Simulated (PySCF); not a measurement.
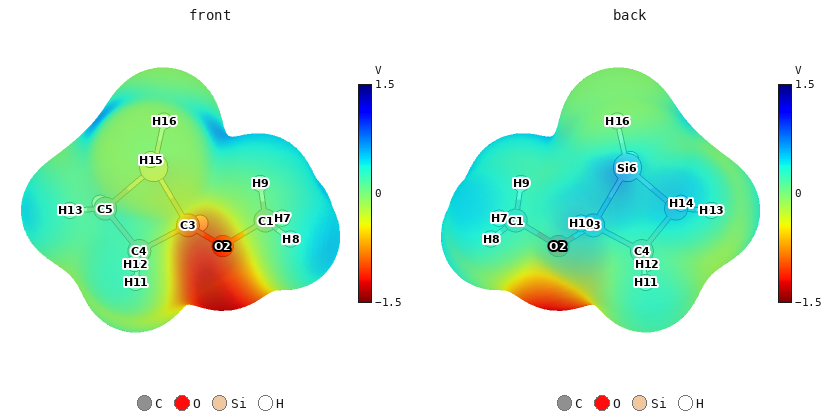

Figure. C$_{4}$H$_{10}$OSi. The molecular electrostatic potential painted on the density surface at 0.001 e/bohr³, seen from the front and from behind; red is negative and blue positive.

Geometry: PBE0-D3(BJ)/def2-SVP.

The calculation used PBE0/pcSseg-1, SCF density, gas phase, non-relativistic in PySCF 2.14.0.

```xyz
16

C     2.4747    0.1739    0.1673
O     1.3886   -0.6216    0.5145
C     0.2493   -0.3584   -0.2363
C    -0.9869   -1.1473    0.2298
C    -2.1121   -0.1672   -0.1802
Si   -0.8328    1.2284   -0.0429
H     2.7902    0.0171   -0.8839
H     3.3146   -0.0860    0.8267
H     2.2481    1.2537    0.2916
H     0.4309   -0.5442   -1.3184
H    -1.0678   -2.1719   -0.1700
H    -0.9300   -1.2259    1.3283
H    -3.0149   -0.1774    0.4449
H    -2.4170   -0.3157   -1.2288
H    -0.7477    1.8196    1.3282
H    -0.8090    2.3264   -1.0609
```

### Which sites attract a positive test charge, and which a negative one?

A positive charge is drawn to the negative regions and a negative charge to the positive ones. The most negative region (about −1.3 V) lies over O2, the most positive (about +0.6 V) over Si6. O2 is the likeliest acceptor of a hydrogen bond.

### What dipole moment does the calculation give?

Its dipole moment is 1.00 D.
